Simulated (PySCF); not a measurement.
# C6H11NOSi (SMILES C=C1[SiH2]N(C)C[C@H]1C=O): what the fields show

Input file:

```
{"job": {"kind": "nmr", "xc": "PBE0", "basis": "pcSseg-1"}, "charge": 0, "multiplicity": 1}
C     -1.824980     2.070037    -0.037346
C     -0.911177     1.116178    -0.099825
Si     0.952545     1.254684     0.103908
N      1.158057    -0.405983    -0.276593
C      2.404151    -1.091230    -0.465425
C      0.001963    -1.048467    -0.858714
C     -1.255098    -0.336255    -0.350719
C     -1.648509    -0.847456     1.006151
O     -2.770165    -1.049988     1.378496
H     -2.878992     1.877404    -0.171033
H     -1.547315     3.092408     0.155927
H      1.513099     2.234204    -0.839171
H      1.445738     1.509028     1.459583
H      3.189103    -0.548762     0.055077
H      2.674471    -1.163131    -1.526036
H      2.346436    -2.106447    -0.060559
H      0.032848    -1.007998    -1.957428
H     -0.010733    -2.107198    -0.568086
H     -2.096863    -0.442121    -1.039186
H     -0.779728    -0.988227     1.678247
```

Launched as:

```sh
OMP_NUM_THREADS=1 python probes_run.py task.json out
```

Geometry: GFN2-xTB.

Computed with PBE0/pcSseg-1, SCF density, gas phase, non-relativistic in PySCF.

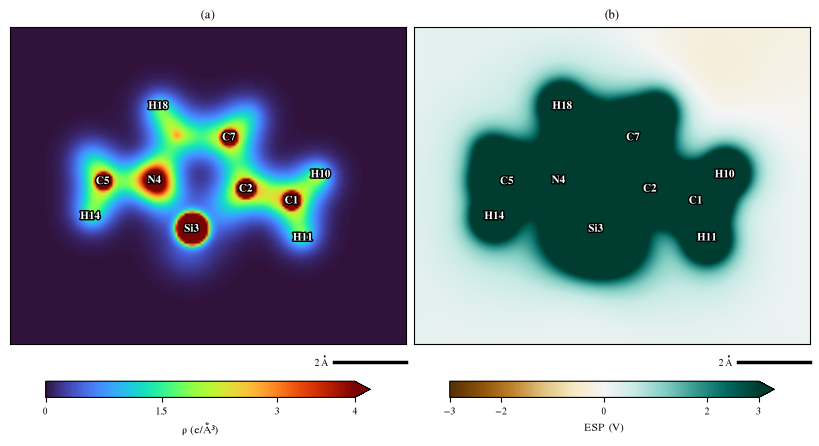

Figure 1. (a) total electron density; (b) electrostatic potential on the plane of atoms C2, Si3 and N4.

### What do the fields say about this system?

The plane passes through C, Si, N and H nuclei.
C–C (1.32 Å): ρ is about 2.3 e/Å³ halfway.
C–N (1.43 Å): ρ is about 2 e/Å³ halfway.
Si–N (1.72 Å): ρ is about 1.1 e/Å³ halfway.
C–Si (1.88 Å): the density is about 0.95 e/Å³ at the midpoint.
C–H (1.08 Å): the density is about 2.1 e/Å³ at the midpoint.
Outside the dense part of the molecule the potential is most negative (−0.3 V) near H19, which lies off the plane.

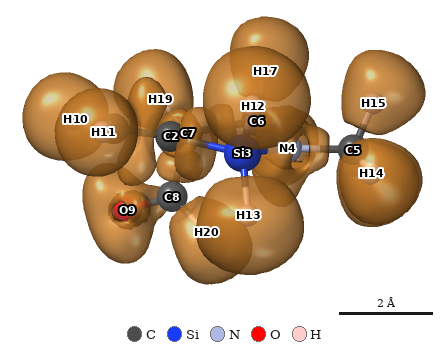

Figure 2. Isosurface of the ELF at 0.75 (orange), seen from one side. Only the valence region is drawn (cores and ρ < 0.01 e/Å³ removed).

### Where are the electrons localised?

The surface consists of four regions between bonded C–C atoms (shared pairs), one region between bonded C–Si atoms (shared pairs), eleven regions around hydrogen nuclei, one region on N in which the atom's valence shell and bonds are merged and one region on O in which the atom's valence shell and bonds are merged. Profiles from the grid: C–O (1.20 Å): the ELF peaks at about 0.85 between the atoms (a short, multiple covalent bond). C–C (1.32 Å): the ELF peaks at about 0.90 between the atoms: a multiple bond.

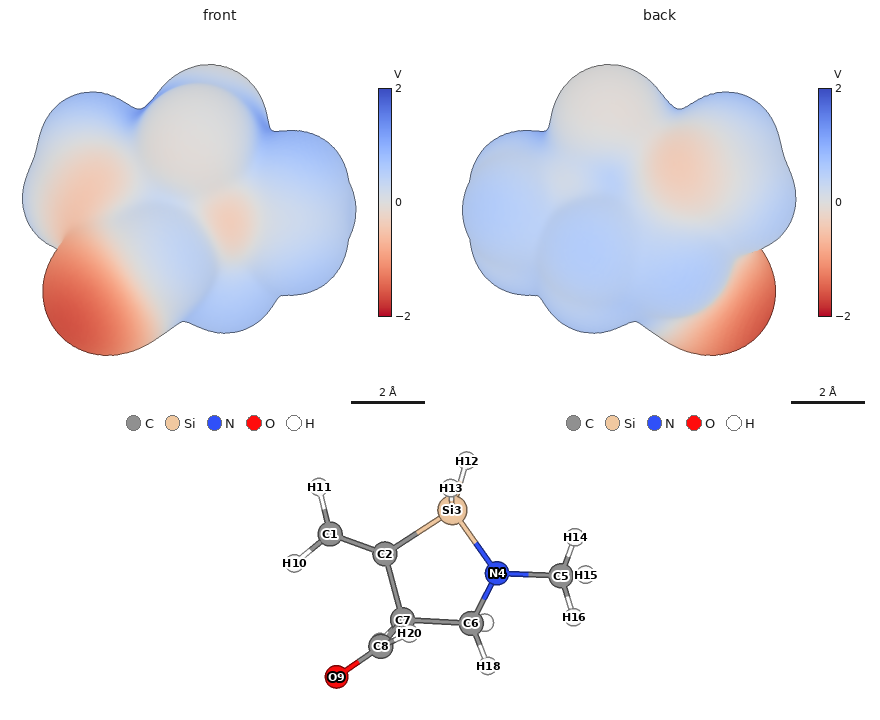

Figure 3. The molecular electrostatic potential painted on the density surface at 0.001 e/bohr³, seen from the front and from behind; red is negative and blue positive. The bare structure is drawn below in the same view.

### Where is the surface potential most negative and most positive?

The most negative region (about −1.6 V) lies over O9, the most positive (about +1.1 V) over Si3. O9 is the likeliest acceptor of a hydrogen bond.

### What dipole moment does the calculation give?

Its dipole moment is 3.11 D.
